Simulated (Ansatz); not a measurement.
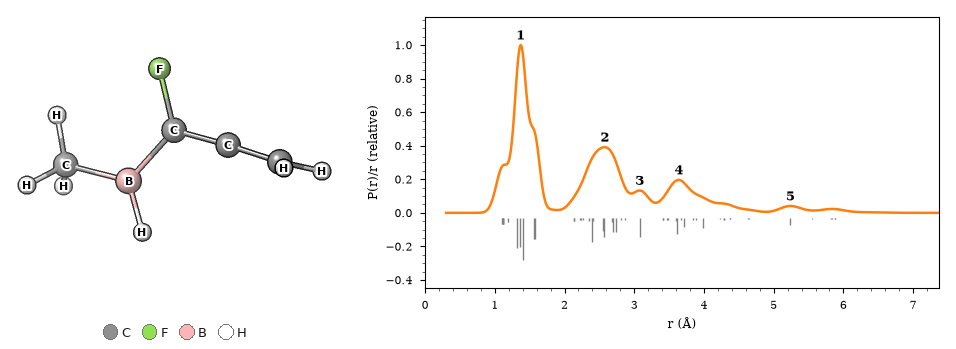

Simulated gas electron diffraction: radial distribution curve of C₄H₆BF. Each pair of atoms contributes with weight ZᵢZⱼ/r (bars below the curve); damping constant 0.0015 Å²; vibrational amplitudes assumed, not computed: 0.05 Å for bonds, 0.078 Å for bonds to H, 0.06 + 0.015 r up to 0.15 Å for other pairs. The geometry is the end point of an optimisation (Ansatz 0.2.0, UKS BLYP/STO-3G); it may be a saddle point or a higher isomer.

### Assign the numbered peaks of the radial distribution curve (– bonded, ··· not bonded).

Peak 1, 1.37 Å: C–C 1.32–1.37 Å (×2), F–C 1.40 Å, not resolved; in its flanks C–H 1.11 Å, C–B 1.56–1.58 Å
Peak 2, 2.58 Å: F···C 2.39 Å, C···B 2.54 Å, F···B 2.56 Å, C···C 2.69–2.74 Å (×2), not resolved
Peak 3, 3.08 Å: F···C 3.09 Å
Peak 4, 3.64 Å: C···H 3.41–3.67 Å (×5), F···H 3.60–3.88 Å (×3), F···C 3.61 Å, C···B 3.71 Å, not resolved; in its flanks C···C 3.99 Å, C···H 4.23–4.64 Å, F···H 4.28 Å
Peak 5, 5.24 Å: C···C 5.24 Å, C···H 5.54 Å, not resolved
